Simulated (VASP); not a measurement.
Band structure of ZrSe (relaxed from the zinc blende structure, space group F-43m). These are PBEsol GGA, VASP's PBE PAW potentials (set 64) (plane waves; VASP) values and carry that method's errors.

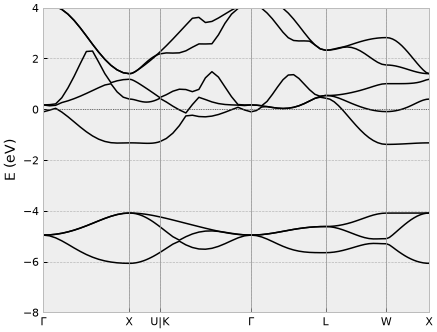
Figure. Bands along high-symmetry lines, zero at the valence-band maximum or, without a gap, the Fermi level

Problem. Read the plot: is there a gap, and where are the band edges?

Solution. It has no gap at this level: it comes out as a metal or semimetal. (Edges off the drawn lines would not show.)

The structure was generated: ZrSe was put into the zinc blende type (F-43m), which need not be its known phase. It was relaxed first, which changed the volume by -33 %.
